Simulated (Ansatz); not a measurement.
# C11H12N4: single points with varied inputs

How do the results and run time of C11H12N4 respond when the settings are drawn wide?

Computed with Ansatz 0.2.0, Gaussian basis. Level: the settings change from run to run.

4 further runs of the same task are left out: 4 that didn't finish.

## (1) The relaxed structure

The structure was relaxed beforehand with PBE-D4/def2-SVP.

27 atoms, charge 0, spin multiplicity 1.

Atoms are counted from 1 here; the program's logs count them from 0.

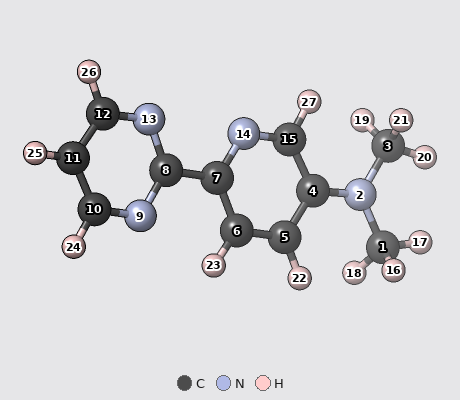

The structure; carbon dark grey, nitrogen light blue, hydrogen pink; atoms are numbered from 1 in the order of the file.

## (2) r2SCAN0/6-31G

This run has multiplicity 3, a point charge of 0.50 e beside it, the search for lower states set to off.

File in.yaml:

```yaml
crystal:
  periodic: [false, false, false]
  atoms:
    - {symbol: C, position_ang: [-3.894309, 1.150400, -0.158419]}
    - {symbol: N, position_ang: [-3.129215, -0.080588, -0.134908]}
    - {symbol: C, position_ang: [-3.812316, -1.360181, -0.139282]}
    - {symbol: C, position_ang: [-1.754691, -0.030800, -0.072530]}
    - {symbol: C, position_ang: [-1.038847, 1.197287, -0.041988]}
    - {symbol: C, position_ang: [0.351973, 1.178042, 0.014152]}
    - {symbol: C, position_ang: [1.036549, -0.056967, 0.043471]}
    - {symbol: C, position_ang: [2.519942, -0.092022, 0.099575]}
    - {symbol: N, position_ang: [3.154761, 1.105379, 0.118114]}
    - {symbol: C, position_ang: [4.489549, 1.084627, 0.166582]}
    - {symbol: C, position_ang: [5.223410, -0.110750, 0.198337]}
    - {symbol: C, position_ang: [4.465091, -1.292324, 0.174109]}
    - {symbol: N, position_ang: [3.130129, -1.297282, 0.125890]}
    - {symbol: N, position_ang: [0.369191, -1.228311, 0.020867]}
    - {symbol: C, position_ang: [-0.956623, -1.219247, -0.032332]}
    - {symbol: H, position_ang: [-3.735106, 1.763808, 0.758650]}
    - {symbol: H, position_ang: [-4.971362, 0.911850, -0.224346]}
    - {symbol: H, position_ang: [-3.632723, 1.786509, -1.034780]}
    - {symbol: H, position_ang: [-3.514736, -1.989563, -1.008214]}
    - {symbol: H, position_ang: [-4.902873, -1.191998, -0.202011]}
    - {symbol: H, position_ang: [-3.609913, -1.949583, 0.784192]}
    - {symbol: H, position_ang: [-1.565969, 2.160209, -0.064113]}
    - {symbol: H, position_ang: [0.937351, 2.107433, 0.036839]}
    - {symbol: H, position_ang: [5.000229, 2.065326, 0.183095]}
    - {symbol: H, position_ang: [6.322050, -0.121032, 0.238822]}
    - {symbol: H, position_ang: [4.961353, -2.280824, 0.197106]}
    - {symbol: H, position_ang: [-1.442905, -2.209399, -0.046855]}
basis:
  gaussian: {orbitals: 6-31G, point_charges: [{charge: 0.50, position_ang: [10.314, -0.010, 0.766]}]}
magnetization: {spin_polarized: true, initial_magnetization: 2}
hamiltonian: {xc: {name: r2SCAN0}}
scf: {lower_state_search: off}
```

Command:

```sh
ansatz run in.yaml --threads 6 --pin off --events-out ev --progress --plain --max-ram 7833MiB
```

Standard output:

```text
Functional definition: r2SCAN0
  name "r2SCAN0"
  cite "Bursch, Neugebauer, Ehlert & Grimme, J. Chem. Phys. 156, 134105 (2022) doi:10.1063/5.0086040"
  cite "Furness, Kaplan, Ning, Perdew & Sun, J. Phys. Chem. Lett. 11, 8208 (2020) doi:10.1021/acs.jpclett.0c02405"
  cite "Furness, Kaplan, Ning, Perdew & Sun, J. Phys. Chem. Lett. 11, 9248 (2020) doi:10.1021/acs.jpclett.0c03077"
  parent r2scan
  parameter a = 0.25
  parameter k0 = 0.174
  parameter k1 = 0.065
  parameter a1 = 4.9479
  exchange = (1 - a)*r2scan_x(k0 = k0, k1 = k1, a1 = a1) + a*exact_x
  correlation = r2scan_c
these checks for a lower state are left out or cut short: stability, starts, cluster_reference, orbital_swaps, neighbouring_geometries, increment
2309 factors; integrals over basis functions are off by at most 2.4e-4 eV
mean field evaluation 1: about -17530.2542 eV, gradient 4.4e1 eV
mean field evaluation 2: about -17511.4066 eV, gradient 7.1e1 eV
mean field evaluation 4: about -17540.0411 eV, gradient 5.5e0 eV
mean field evaluation 8: about -17540.9677 eV, gradient 1.5e0 eV
mean field evaluation 16: about -17541.0086 eV, gradient 6.0e-2 eV
mean field evaluation 32: about -17541.0087 eV, gradient 6.5e-4 eV
mean field -17541.00867091 eV, -644.6201789334 hartree, gradient 5.8e-6 eV, S^2 2.040052; 0 other end points of the search recorded, 0 dependent functions left out
reference -17541.00868048 eV, -644.6201792848 hartree; 54, 52 occupied and 105, 107 virtual orbitals, 2309 factors
Total energy: -17541.00868048 eV, -644.6201792848 hartree
Checks for a lower state left out: stability, starts, cluster_reference, orbital_swaps, neighbouring_geometries, increment
```

Run time: 6.5 s. Hardware: 6 threads of Intel Xeon 6975P-C, shared host; peak memory 0.82 GiB.

⟨S²⟩ 2.040.

## (3) BHLYP/def2-mTZVP

Set apart from the defaults: coordinates scaled by 0.96.

File in.yaml:

```yaml
crystal:
  periodic: [false, false, false]
  atoms:
    - {symbol: C, position_ang: [-3.738537, 1.104384, -0.152082]}
    - {symbol: N, position_ang: [-3.004046, -0.077365, -0.129512]}
    - {symbol: C, position_ang: [-3.659824, -1.305774, -0.133710]}
    - {symbol: C, position_ang: [-1.684503, -0.029568, -0.069629]}
    - {symbol: C, position_ang: [-0.997293, 1.149395, -0.040308]}
    - {symbol: C, position_ang: [0.337894, 1.130920, 0.013586]}
    - {symbol: C, position_ang: [0.995087, -0.054688, 0.041732]}
    - {symbol: C, position_ang: [2.419145, -0.088341, 0.095592]}
    - {symbol: N, position_ang: [3.028570, 1.061164, 0.113389]}
    - {symbol: C, position_ang: [4.309967, 1.041241, 0.159918]}
    - {symbol: C, position_ang: [5.014474, -0.106320, 0.190403]}
    - {symbol: C, position_ang: [4.286487, -1.240631, 0.167144]}
    - {symbol: N, position_ang: [3.004924, -1.245390, 0.120854]}
    - {symbol: N, position_ang: [0.354423, -1.179178, 0.020032]}
    - {symbol: C, position_ang: [-0.918358, -1.170477, -0.031039]}
    - {symbol: H, position_ang: [-3.585702, 1.693256, 0.728304]}
    - {symbol: H, position_ang: [-4.772507, 0.875376, -0.215372]}
    - {symbol: H, position_ang: [-3.487414, 1.715049, -0.993389]}
    - {symbol: H, position_ang: [-3.374147, -1.909980, -0.967886]}
    - {symbol: H, position_ang: [-4.706758, -1.144318, -0.193930]}
    - {symbol: H, position_ang: [-3.465516, -1.871599, 0.752824]}
    - {symbol: H, position_ang: [-1.503330, 2.073800, -0.061548]}
    - {symbol: H, position_ang: [0.899857, 2.023136, 0.035365]}
    - {symbol: H, position_ang: [4.800220, 1.982713, 0.175771]}
    - {symbol: H, position_ang: [6.069168, -0.116191, 0.229269]}
    - {symbol: H, position_ang: [4.762898, -2.189591, 0.189222]}
    - {symbol: H, position_ang: [-1.385189, -2.121023, -0.044981]}
basis:
  gaussian: {orbitals: def2-mTZVP}
hamiltonian: {xc: {name: BHLYP}}
output: {forces: true}
```

The command is unchanged.

Standard output:

```text
Functional definition: BHLYP
  name "BHLYP"
  cite "Becke, J. Chem. Phys. 98, 1372 (1993) doi:10.1063/1.464304"
  cite "Becke, Phys. Rev. A 38, 3098 (1988) doi:10.1103/PhysRevA.38.3098"
  cite "Lee, Yang & Parr, Phys. Rev. B 37, 785 (1988) doi:10.1103/PhysRevB.37.785"
  parameter a = 0.5
  exchange = (1 - a)*b88_x + a*exact_x
  correlation = lyp_c
2974 factors; integrals over basis functions are off by at most 1.2e-3 eV
mean field evaluation 1: about -17541.9115 eV, gradient 7.7e1 eV
mean field evaluation 2: about -17547.7861 eV, gradient 5.9e1 eV
mean field evaluation 4: about -17555.2117 eV, gradient 4.9e0 eV
mean field evaluation 8: about -17555.2642 eV, gradient 4.3e-1 eV
mean field evaluation 16: about -17555.2646 eV, gradient 2.1e-4 eV
mean field -17555.26464324 eV, -645.1440762534 hartree, gradient 3.6e-5 eV, S^2 0.000000; 0 other end points of the search recorded, 0 dependent functions left out
the calculation of the forces begins
reference -17555.26493761 eV, -645.1440870712 hartree; 53, 53 occupied and 268, 268 virtual orbitals, 2974 factors
Total energy: -17555.26493761 eV, -645.1440870712 hartree
Atom 0 at    -3.738537     1.104384    -0.152082 Å, force    -0.599727     0.977552    -0.025786 eV/Å
Atom 1 at    -3.004046    -0.077365    -0.129512 Å, force    -0.461445    -0.039776    -0.067683 eV/Å
Atom 2 at    -3.659824    -1.305774    -0.133710 Å, force    -0.559334    -1.036838    -0.009454 eV/Å
Atom 3 at    -1.684503    -0.029568    -0.069629 Å, force     0.492321     0.028764     0.031882 eV/Å
Atom 4 at    -0.997293     1.149395    -0.040308 Å, force    -0.730038     0.894042    -0.039891 eV/Å
Atom 5 at     0.337894     1.130920     0.013586 Å, force     0.775490     0.878811     0.034445 eV/Å
Atom 6 at     0.995087    -0.054688     0.041732 Å, force     0.167865     0.312641     0.005374 eV/Å
Atom 7 at     2.419145    -0.088341     0.095592 Å, force    -0.405717    -0.019638    -0.020369 eV/Å
Atom 8 at     3.028570     1.061164     0.113389 Å, force    -1.010767     1.483251    -0.042563 eV/Å
Atom 9 at     4.309967     1.041241     0.159918 Å, force     1.190172     1.154522     0.051576 eV/Å
Atom 10 at     5.014474    -0.106320     0.190403 Å, force     1.239244     0.002256     0.037182 eV/Å
Atom 11 at     4.286487    -1.240631     0.167144 Å, force     1.159965    -1.206783     0.059174 eV/Å
Atom 12 at     3.004924    -1.245390     0.120854 Å, force    -1.057107    -1.464557    -0.033994 eV/Å
Atom 13 at     0.354423    -1.179178     0.020032 Å, force     1.129144    -1.566649     0.058809 eV/Å
Atom 14 at    -0.918358    -1.170477    -0.031039 Å, force    -1.245580    -1.047485    -0.052410 eV/Å
Atom 15 at    -3.585702     1.693256     0.728304 Å, force     0.025636     0.432310     0.561887 eV/Å
Atom 16 at    -4.772507     0.875376    -0.215372 Å, force    -0.702605    -0.030479    -0.039236 eV/Å
Atom 17 at    -3.487414     1.715049    -0.993389 Å, force     0.081745     0.450854    -0.539275 eV/Å
Atom 18 at    -3.374147    -1.909980    -0.967886 Å, force     0.108258    -0.451271    -0.536462 eV/Å
Atom 19 at    -4.706758    -1.144318    -0.193930 Å, force    -0.701095    -0.012102    -0.036845 eV/Å
Atom 20 at    -3.465516    -1.871599     0.752824 Å, force     0.056428    -0.424065     0.567717 eV/Å
Atom 21 at    -1.503330     2.073800    -0.061548 Å, force    -0.333784     0.651973    -0.011083 eV/Å
Atom 22 at     0.899857     2.023136     0.035365 Å, force     0.273931     0.623185     0.011081 eV/Å
Atom 23 at     4.800220     1.982713     0.175771 Å, force     0.350136     0.590667     0.006695 eV/Å
Atom 24 at     6.069168    -0.116191     0.229269 Å, force     0.710734    -0.009584     0.025968 eV/Å
Atom 25 at     4.762898    -2.189591     0.189222 Å, force     0.333698    -0.592278     0.010159 eV/Å
Atom 26 at    -1.385189    -2.121023    -0.044981 Å, force    -0.287566    -0.579324    -0.006900 eV/Å
Dipole moment:    -0.457474     0.342712    -0.019782 e Å
```

It took 7.5 s on 6 threads of Intel Xeon 6975P-C, shared host; peak memory 1.6 GiB.

Largest force 1.932 eV/Å, dipole 2.75 D.

## (4) B2GP-PLYP/6-31G

Set apart from the defaults: a point charge of 1.00 e beside it.

File in.yaml:

```yaml
crystal:
  periodic: [false, false, false]
  atoms:
    - {symbol: C, position_ang: [-3.894309, 1.150400, -0.158419]}
    - {symbol: N, position_ang: [-3.129215, -0.080588, -0.134908]}
    - {symbol: C, position_ang: [-3.812316, -1.360181, -0.139282]}
    - {symbol: C, position_ang: [-1.754691, -0.030800, -0.072530]}
    - {symbol: C, position_ang: [-1.038847, 1.197287, -0.041988]}
    - {symbol: C, position_ang: [0.351973, 1.178042, 0.014152]}
    - {symbol: C, position_ang: [1.036549, -0.056967, 0.043471]}
    - {symbol: C, position_ang: [2.519942, -0.092022, 0.099575]}
    - {symbol: N, position_ang: [3.154761, 1.105379, 0.118114]}
    - {symbol: C, position_ang: [4.489549, 1.084627, 0.166582]}
    - {symbol: C, position_ang: [5.223410, -0.110750, 0.198337]}
    - {symbol: C, position_ang: [4.465091, -1.292324, 0.174109]}
    - {symbol: N, position_ang: [3.130129, -1.297282, 0.125890]}
    - {symbol: N, position_ang: [0.369191, -1.228311, 0.020867]}
    - {symbol: C, position_ang: [-0.956623, -1.219247, -0.032332]}
    - {symbol: H, position_ang: [-3.735106, 1.763808, 0.758650]}
    - {symbol: H, position_ang: [-4.971362, 0.911850, -0.224346]}
    - {symbol: H, position_ang: [-3.632723, 1.786509, -1.034780]}
    - {symbol: H, position_ang: [-3.514736, -1.989563, -1.008214]}
    - {symbol: H, position_ang: [-4.902873, -1.191998, -0.202011]}
    - {symbol: H, position_ang: [-3.609913, -1.949583, 0.784192]}
    - {symbol: H, position_ang: [-1.565969, 2.160209, -0.064113]}
    - {symbol: H, position_ang: [0.937351, 2.107433, 0.036839]}
    - {symbol: H, position_ang: [5.000229, 2.065326, 0.183095]}
    - {symbol: H, position_ang: [6.322050, -0.121032, 0.238822]}
    - {symbol: H, position_ang: [4.961353, -2.280824, 0.197106]}
    - {symbol: H, position_ang: [-1.442905, -2.209399, -0.046855]}
basis:
  gaussian: {orbitals: 6-31G, point_charges: [{charge: 1.00, position_ang: [10.708, -0.939, -0.587]}]}
hamiltonian: {xc: {name: B2GP-PLYP}}
output: {forces: true}
```

The command is unchanged.

Standard output:

```text
Functional definition: B2GP-PLYP
  name "B2GP-PLYP"
  cite "Karton, Tarnopolsky, Lamère, Schatz & Martin, J. Phys. Chem. A 112, 12868 (2008) doi:10.1021/jp801805p"
  cite "Becke, Phys. Rev. A 38, 3098 (1988) doi:10.1103/PhysRevA.38.3098"
  cite "Lee, Yang & Parr, Phys. Rev. B 37, 785 (1988) doi:10.1103/PhysRevB.37.785"
  parameter a = 0.65
  parameter c = 0.36
  exchange = (1 - a)*b88_x + a*exact_x
  correlation = (1 - c)*lyp_c + c*(mp2_os + mp2_ss)
2309 factors; integrals over basis functions are off by at most 2.4e-4 eV
mean field evaluation 1: about -17502.0860 eV, gradient 4.8e1 eV
mean field evaluation 2: about -17502.0882 eV, gradient 4.8e1 eV
mean field evaluation 4: about -17508.1161 eV, gradient 7.4e0 eV
mean field evaluation 8: about -17508.2700 eV, gradient 1.2e-1 eV
mean field evaluation 16: about -17508.2693 eV, gradient 2.6e-4 eV
mean field -17508.26925400 eV, -643.4170275535 hartree, gradient 7.2e-6 eV, S^2 0.000000; 0 other end points of the search recorded, 0 dependent functions left out
15 core orbitals not correlated: weight in the atoms' cores, before any rotation towards them, 1.000 or more for the frozen orbitals, at most 0.000 for the correlated occupied ones
reference -17508.26941098 eV, -643.4170333223 hartree; 38, 38 occupied and 106, 106 virtual orbitals, 2309 factors
second order -45.44945932 eV of doubles, -0.00000000 eV of singles
the calculation of the forces begins
Total energy: -17524.63121634 eV, -644.0183185788 hartree
Atom 0 at    -3.894309     1.150400    -0.158419 Å, force    -0.559572     0.940915    -0.027220 eV/Å
Atom 1 at    -3.129215    -0.080588    -0.134908 Å, force     0.341327    -0.001367     0.019510 eV/Å
Atom 2 at    -3.812316    -1.360181    -0.139282 Å, force    -0.508785    -0.987551    -0.009564 eV/Å
Atom 3 at    -1.754691    -0.030800    -0.072530 Å, force     0.368280     0.006037     0.028747 eV/Å
Atom 4 at    -1.038847     1.197287    -0.041988 Å, force    -0.268975     0.403132    -0.025199 eV/Å
Atom 5 at     0.351973     1.178042     0.014152 Å, force     0.414189     0.233955     0.016903 eV/Å
Atom 6 at     1.036549    -0.056967     0.043471 Å, force     0.618355     0.715163     0.021486 eV/Å
Atom 7 at     2.519942    -0.092022     0.099575 Å, force    -1.582819    -0.044207    -0.061725 eV/Å
Atom 8 at     3.154761     1.105379     0.118114 Å, force    -0.131658     0.154023    -0.009925 eV/Å
Atom 9 at     4.489549     1.084627     0.166582 Å, force     1.275360     0.758595     0.056587 eV/Å
Atom 10 at     5.223410    -0.110750     0.198337 Å, force     0.182871    -0.014209    -0.023674 eV/Å
Atom 11 at     4.465091    -1.292324     0.174109 Å, force     1.284204    -0.733317     0.061848 eV/Å
Atom 12 at     3.130129    -1.297282     0.125890 Å, force    -0.099298    -0.208360    -0.008826 eV/Å
Atom 13 at     0.369191    -1.228311     0.020867 Å, force     0.356295    -0.272378     0.017678 eV/Å
Atom 14 at    -0.956623    -1.219247    -0.032332 Å, force    -1.238901    -0.631130    -0.058406 eV/Å
Atom 15 at    -3.735106     1.763808     0.758650 Å, force    -0.081573    -0.340348    -0.433263 eV/Å
Atom 16 at    -4.971362     0.911850    -0.224346 Å, force     0.540970     0.106065     0.035251 eV/Å
Atom 17 at    -3.632723     1.786509    -1.034780 Å, force    -0.131938    -0.346720     0.412228 eV/Å
Atom 18 at    -3.514736    -1.989563    -1.008214 Å, force    -0.151315     0.343733     0.404380 eV/Å
Atom 19 at    -4.902873    -1.191998    -0.202011 Å, force     0.548502    -0.069919     0.032016 eV/Å
Atom 20 at    -3.609913    -1.949583     0.784192 Å, force    -0.104627     0.327215    -0.434696 eV/Å
Atom 21 at    -1.565969     2.160209    -0.064113 Å, force     0.270945    -0.504149     0.014118 eV/Å
Atom 22 at     0.937351     2.107433     0.036839 Å, force    -0.376016    -0.465164    -0.012023 eV/Å
Atom 23 at     5.000229     2.065326     0.183095 Å, force    -0.363916    -0.604192    -0.010640 eV/Å
Atom 24 at     6.322050    -0.121032     0.238822 Å, force    -0.589897     0.021737     0.001352 eV/Å
Atom 25 at     4.961353    -2.280824     0.197106 Å, force    -0.368791     0.597135    -0.013196 eV/Å
Atom 26 at    -1.442905    -2.209399    -0.046855 Å, force     0.351158     0.623574     0.012597 eV/Å
Dipole moment:    -0.928510     0.406996    -0.023109 e Å
```

Run time: 8 s. Hardware: 6 threads of Intel Xeon 6975P-C, shared host; peak memory 0.77 GiB.

Largest force 1.585 eV/Å, dipole 4.87 D.

## (5) CAM-B3LYP/aug-cc-pVDZ

Set apart from the defaults: atoms shaken by 0.08 Å, finite nuclei, the search for lower states set to off.

File in.yaml:

```yaml
crystal:
  periodic: [false, false, false]
  atoms:
    - {symbol: C, position_ang: [-3.949705, 1.126507, -0.198860]}
    - {symbol: N, position_ang: [-3.039814, -0.039260, -0.009677]}
    - {symbol: C, position_ang: [-3.653472, -1.423656, -0.098713]}
    - {symbol: C, position_ang: [-1.677004, -0.004552, -0.009515]}
    - {symbol: C, position_ang: [-0.984131, 1.225215, -0.024553]}
    - {symbol: C, position_ang: [0.387569, 1.288952, -0.058777]}
    - {symbol: C, position_ang: [1.032627, -0.042629, 0.058118]}
    - {symbol: C, position_ang: [2.460657, -0.145712, -0.039635]}
    - {symbol: N, position_ang: [3.036455, 1.096361, 0.136096]}
    - {symbol: C, position_ang: [4.527208, 1.066310, 0.242560]}
    - {symbol: C, position_ang: [5.245927, -0.178733, 0.289184]}
    - {symbol: C, position_ang: [4.339948, -1.314844, 0.191839]}
    - {symbol: N, position_ang: [3.175827, -1.339092, 0.079676]}
    - {symbol: N, position_ang: [0.366434, -1.249478, 0.113683]}
    - {symbol: C, position_ang: [-1.018647, -1.191955, -0.111227]}
    - {symbol: H, position_ang: [-3.601000, 1.712246, 0.724606]}
    - {symbol: H, position_ang: [-4.985723, 1.039895, -0.141914]}
    - {symbol: H, position_ang: [-3.594086, 1.750315, -0.989772]}
    - {symbol: H, position_ang: [-3.418296, -2.103754, -1.022474]}
    - {symbol: H, position_ang: [-4.844843, -1.229330, -0.252744]}
    - {symbol: H, position_ang: [-3.637283, -1.967399, 0.664960]}
    - {symbol: H, position_ang: [-1.439604, 2.168439, 0.002347]}
    - {symbol: H, position_ang: [0.951713, 2.097042, 0.037396]}
    - {symbol: H, position_ang: [5.035628, 2.037648, 0.237568]}
    - {symbol: H, position_ang: [6.335219, -0.077748, 0.278746]}
    - {symbol: H, position_ang: [4.902806, -2.323968, 0.172864]}
    - {symbol: H, position_ang: [-1.327499, -2.219402, -0.091224]}
basis:
  gaussian: {orbitals: aug-cc-pVDZ, nuclear_model: gaussian}
hamiltonian: {xc: {name: CAM-B3LYP}}
scf: {lower_state_search: off}
```

The command is unchanged.

Standard output:

```text
Functional definition: CAM-B3LYP
  name "CAM-B3LYP"
  cite "Yanai, Tew & Handy, Chem. Phys. Lett. 393, 51 (2004) doi:10.1016/j.cplett.2004.06.011"
  cite "Iikura, Tsuneda, Yanai & Hirao, J. Chem. Phys. 115, 3540 (2001) doi:10.1063/1.1383587"
  cite "Becke, Phys. Rev. A 38, 3098 (1988) doi:10.1103/PhysRevA.38.3098"
  cite "Lee, Yang & Parr, Phys. Rev. B 37, 785 (1988) doi:10.1103/PhysRevB.37.785"
  cite "Vosko, Wilk & Nusair, Can. J. Phys. 58, 1200 (1980) doi:10.1139/p80-159"
  parameter alpha = 0.19
  parameter beta = 0.46
  parameter omega = 0.33/bohr
  parameter ac = 0.81
  # Exact exchange under (alpha + beta erf(omega r))/r, Becke's under what is left of 1/r.
  exchange = (1 - alpha - beta)*b88_x + beta*b88_x_sr(omega) + alpha*exact_x + beta*exact_x_lr(omega)
  correlation = (1 - ac)*vwn5_c + ac*lyp_c
these checks for a lower state are left out or cut short: stability, starts, cluster_reference, orbital_swaps, neighbouring_geometries, increment
4186 factors; their error is unknown
1944 factors; integrals over basis functions are off by at most 2.5e-6 eV
mean field evaluation 1: about -17535.2966 eV, gradient 7.8e1 eV
mean field evaluation 2: about -17539.4587 eV, gradient 6.8e1 eV
mean field evaluation 4: about -17549.8572 eV, gradient 4.6e0 eV
mean field evaluation 8: about -17549.9040 eV, gradient 2.4e-1 eV
mean field evaluation 16: about -17549.8438 eV, gradient 5.8e-4 eV
mean field -17549.84381290 eV, -644.9448644127 hartree, gradient 4.1e-6 eV, S^2 0.000000; 0 other end points of the search recorded, 0 dependent functions left out
reference -17549.84408642 eV, -644.9448744645 hartree; 53, 53 occupied and 400, 400 virtual orbitals, 4186 factors
Total energy: -17549.84408642 eV, -644.9448744645 hartree
Checks for a lower state left out: stability, starts, cluster_reference, orbital_swaps, neighbouring_geometries, increment
```

Wall time 12 s (6 threads of Intel Xeon 6975P-C, shared host); peak memory 3.2 GiB.

## (6) The runs in one table

```csv
level,charge,multiplicity,geometry,functions,energy (eV),time
r2SCAN0/6-31G,0,3,"relaxed, point charge",159,-17541.009,6.5 s
BHLYP/def2-mTZVP,0,1,scaled,321,-17555.265,7.5 s
B2GP-PLYP/6-31G,0,1,"relaxed, point charge",159,-17524.631,8 s
CAM-B3LYP/aug-cc-pVDZ,0,1,shaken,453,-17549.844,12 s
```

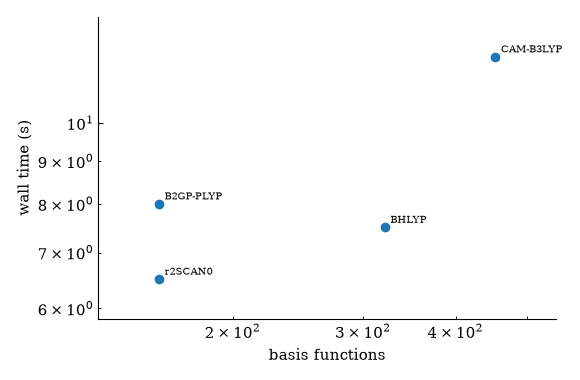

Wall time against the number of basis functions (shared host).

## (7) Summary of results

| quantity | value |
| --- | --- |
| runs | 4 |
| quickest | r2SCAN0/6-31G, 6.5 s |
| slowest | CAM-B3LYP/aug-cc-pVDZ, 12 s |

**Reading.** The runs differ in state or geometry as well as level, so their energies can't be set against each other. The times lie within a factor of two.
